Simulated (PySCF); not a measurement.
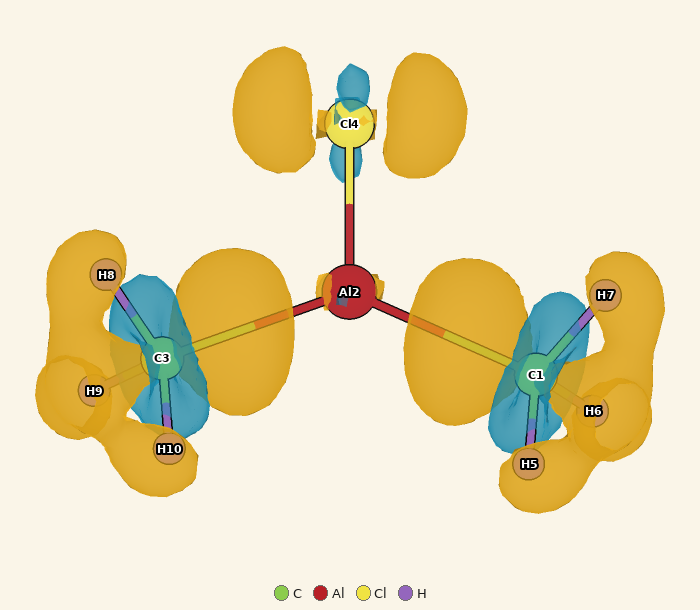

Figure. C2H6AlCl, SMILES `C[Al](C)Cl`. Fukui function f⁻ = ρ(N) − ρ(N−1) at fixed geometry, surfaces at ±0.03 e/Å³ (yellow positive, teal negative).

Computed with PySCF, B3LYP/def2-SVPD, geometry: GFN2-xTB. No frequency check shows the geometry to be a minimum. GFN2-xTB bond lengths at metals and heavier atoms can be off by up to 0.1 Å and shapes distorted, which carries into these values.

Input script:

```python
import numpy as np
from pyscf import gto, scf, dft
from pyscf.scf import atom_ks, atom_hf
from scipy.linalg import block_diag

def solve(mol, dm0=None, hcore=None):
    mf = (dft.UKS if mol.spin else dft.RKS)(mol, xc='b3lyp')
    mf.grids.level = 3
    mf = mf.density_fit(auxbasis='def2-universal-jkfit')
    mf.conv_tol, mf.max_cycle = 1e-8, 80
    if hcore is not None:
        mf.get_hcore = lambda *args: hcore
    mf.kernel(dm0)
    if not mf.converged:
        mf = mf.newton().run(mf.mo_coeff, mf.mo_occ, max_cycle=30)
    assert mf.converged, 'SCF not converged'
    return mf

mol = gto.M(atom='''
C     -1.27041     1.77374    -0.00018
Al    -0.36036     0.00026    -0.00012
C     -1.26493    -1.77642    -0.00046
Cl     1.67849     0.00065     0.00045
H     -2.35972     1.70420    -0.00191
H     -0.98475     2.36916     0.87353
H     -0.97216     2.37490    -0.87365
H     -0.97698    -2.37096    -0.87402
H     -0.98956    -2.36547     0.87316
H     -2.35444    -1.71025     0.00071
''', basis='def2-svpd', charge=0, spin=0, verbose=4)
mf = solve(mol)
out = dict(e0=mf.e_tot, dm0=mf.make_rdm1(), c=mf.mo_coeff, occ=mf.mo_occ, eps=mf.mo_energy)
for name, dq, spin in [('cation', 1, 1), ('anion', -1, 1)]:
    ion = mol.copy().set(charge=mol.charge + dq, spin=spin).build()
    mi = solve(ion)
    if spin and dq > 0 and mol.nao < 130:
        c, _, stable, _ = mi.stability(return_status=True)
        if not stable:
            mi = solve(ion, mi.make_rdm1(c, mi.mo_occ))
    print(name, 'vertical energy change / eV', (mi.e_tot - mf.e_tot) * 27.211386)
    out.update({'e_' + name: mi.e_tot, 'dm_' + name: mi.make_rdm1(), 's2_' + name: mi.spin_square()[0], 'eps_' + name: mi.mo_energy, 'occ_' + name: mi.mo_occ})
# spherically averaged free atoms, for the promolecule
atm = atom_ks.get_atm_nrks(mol, xc='b3lyp')
pro = block_diag(*[(atm[a[0]][2] * atm[a[0]][3]) @ atm[a[0]][2].T for a in mol._atom])
np.savez('result.npz', pro=pro, **out)
```

Run with:

```sh
OMP_NUM_THREADS=1 python input.py
```

The run took 44 s on 1 thread of Intel(R) Xeon(R) 6975P-C (Granite Rapids) (shared host), peak memory 0.64 GiB.

Partitions, critical points and surface values were worked out afterwards from this run's density.

### Which atoms respond most to the removal of an electron?

f⁻ (Hirshfeld-condensed) is largest on Cl4 (0.21), C1 and C3 (0.14 each) and Al2 (0.14); the vertical ionisation energy is 9.81 eV (the stability of the cation's solution wasn't checked). Condensed values hint at sites of electrophilic attack but needn't mark the atom that reacts. Orbital relaxation makes it negative in places (0.18 e in all).

| atom | f⁻ | charge |
| --- | --- | --- |
| C1 | +0.14 | −0.26 |
| Al2 | +0.14 | +0.54 |
| C3 | +0.14 | −0.26 |
| Cl4 | +0.21 | −0.21 |
| H5 | +0.06 | +0.03 |
| H6 | +0.06 | +0.03 |
| H7 | +0.06 | +0.03 |
| H8 | +0.06 | +0.03 |
| H9 | +0.06 | +0.03 |
| H10 | +0.06 | +0.03 |
